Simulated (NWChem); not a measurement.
# PKZB/6-31G (esp resp) run of BNH3F (SMILES NBF)

Aim: the vertical electron affinity of BNH3F at PKZB/6-31G (esp resp), from 2 runs. 

The calculation is run with NWChem 7.3.0.

1 further run of the same task is left out (set aside as unsound or not needed).

### 1 The structure to begin with

BNH3F has 6 atoms, charge 0, and is taken as a singlet. SMILES: `NBF`. The coordinates come from a PBE0-D4/def2-TZVP relaxation.

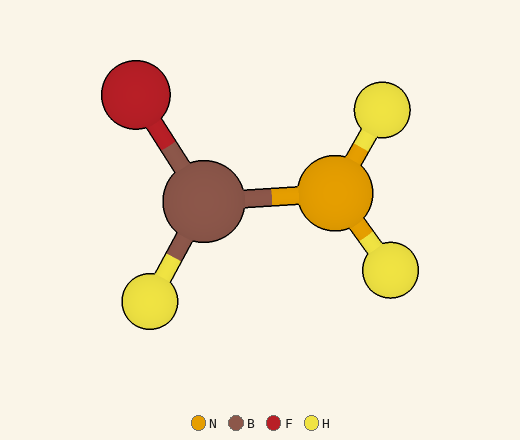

The structure, seen from a chosen angle (nitrogen amber, boron brown, fluorine red, hydrogen yellow).

### 2 The energy at PKZB/6-31G (esp resp)

bfh3n.nw reads:

```
start bfh3n
title "BFH3N PKZB"
memory stack 880 mb heap 220 mb global 1100 mb

geometry units angstroms noautoz
N     -0.426400     0.101100    -0.582100
B      0.415700    -0.151700     0.493800
F      0.446700     0.710400     1.515900
H     -0.487800    -0.513300    -1.373400
H     -1.022000     0.910700    -0.632200
H      1.115700    -1.121200     0.531800
end

basis spherical bse
* library 6-31G
end

dft
xc xpkzb99 cpkzb99
grid coarse
mulliken
noprint "final vectors analysis"
end

esp
restrain
recalculate
end

task dft energy
task esp
```

Run with:

```
$ nwchem bfh3n.nw > bfh3n.out
```

What it wrote:

```text
[...]
 Group name             Cs
[...]
          Wavefunction type:  closed shell.
          No. of atoms     :     6
          No. of electrons :    24
[...]
          Charge           :     0
          Spin multiplicity:     1
[...]
          AO basis - number of functions:    33
[...]
              XC Information
              --------------
                  PKZB metaGGA Exchange Functional  1.000
             PKZB99 metaGGA Correlation Functional  1.000
[...]
 d= 0,ls=0.0,diis     1   -180.8899089148 -2.46D+02  3.87D-02  5.33D-01     0.2
[...]
 d= 0,ls=0.0,diis     9   -180.9590435300 -6.31D-08  1.70D-06  3.30D-09     0.8
         Total DFT energy =     -180.959043529956
      One electron energy =     -377.759700640693
           Coulomb energy =      153.888940774611
    Exchange-Corr. energy =      -22.268910986954
 Nuclear repulsion energy =       65.180627323079
[...]
      Total Density - Mulliken Population Analysis
     ---------------------------------------------
    Atom       Charge   Shell Charges
 -----------   ------   -------------------------------------------------------
    1 N    7     7.77   2.00  0.77  2.55  0.82  1.64
    2 B    5     4.49   2.00  0.56  1.44  0.23  0.27
    3 F    9     9.30   2.00  0.93  3.30  1.04  2.03
    4 H    1     0.68   0.53  0.15
    5 H    1     0.68   0.53  0.15
    6 H    1     1.08   0.53  0.55
[...]
 Dipole moment                                  1.060342    1.057912    1.057912
 Quadrupole moment Qxx                          2.491992    2.500667    2.500667
                   Qyy                         -2.939193   -2.927957   -2.927957
                   Qzz                          0.447201    0.427290    0.427290
[...]
```

Run time: 1.6 s. Hardware: 1 thread of Intel Xeon 6975P-C (Granite Rapids), shared host; peak memory 0.1 GiB.

### 3 The doublet anion at the same level

bfh3n.nw reads:

```
start bfh3n
title "BFH3N"
memory total 2200 mb
charge -1

geometry units angstroms noautosym nocenter noautoz
   N     -0.426400     0.101100    -0.582100
   B      0.415700    -0.151700     0.493800
   F      0.446700     0.710400     1.515900
   H     -0.487800    -0.513300    -1.373400
   H     -1.022000     0.910700    -0.632200
   H      1.115700    -1.121200     0.531800
end

basis spherical bse
   * library 6-31G
end

dft
   xc xpkzb99 cpkzb99
   mult 2
   grid coarse
   maxiter 150
   mulliken
   print low
end

esp
   restrain
   recalculate
end

task dft energy
task esp
```

Run with:

```
$ nwchem bfh3n.nw > bfh3n.out
```

What it wrote:

```text
[...]
 d= 0,ls=0.0,diis     1   -180.6794970277 -2.46D+02  1.97D-01  1.97D-01     0.2
[...]
 d= 0,ls=0.5,diis    14   -180.8037382937 -7.18D-08  3.13D-06  4.80D-09     2.1
[...]
         Total DFT energy =     -180.803738319527
      One electron energy =     -384.504202803525
           Coulomb energy =      161.105889366880
    Exchange-Corr. energy =      -22.586051973604
 Nuclear repulsion energy =       65.180627090722
[...]
      Total Density - Mulliken Population Analysis
     ---------------------------------------------
    Atom       Charge   Shell Charges
 -----------   ------   -------------------------------------------------------
    1 N    7     7.78   2.00  0.76  2.55  0.80  1.68
    2 B    5     5.01   2.00  0.47  1.52  0.21  0.82
    3 F    9     9.39   2.00  0.91  3.32  1.04  2.12
    4 H    1     0.78   0.54  0.24
    5 H    1     0.79   0.54  0.25
    6 H    1     1.24   0.52  0.72
[...]
      <S2> =      0.7527 (Exact =     0.7500)
[...]
 Dipole moment                                  2.243902    2.228783    2.228783
 Quadrupole moment Qxx                          0.961937    0.964568    0.964568
                   Qyy                          2.962464    2.966766    2.966766
                   Qzz                         -3.924401   -3.931335   -3.931335
[...]
```

Run time: 2.9 s. Hardware: 1 thread of Intel Xeon 6975P-C (Granite Rapids), shared host; peak memory 0.1 GiB.

### 4 Results

Level: PKZB/6-31G (esp resp).

```
                                         quantity          value
                      singlet BNH3F: total energy  -180.95904 Eh
                     singlet BNH3F: dipole moment         2.66 D
                      doublet anion: total energy  -180.80374 Eh
                              doublet anion: ⟨S²⟩          0.753
vertical electron affinity (to the doublet anion)      -4.226 eV
```

The anion lies 4.23 eV (97 kcal/mol) above the neutral: the electron isn't bound at this level, and such a value depends on the basis. Without diffuse functions anions come out too high. Mulliken charges (singlet BNH3F) run from -0.77 on N1 to +0.51 on B2. Mulliken charges (doublet anion) run from -0.78 on N1 to +0.22 on H4; they depend strongly on the basis.
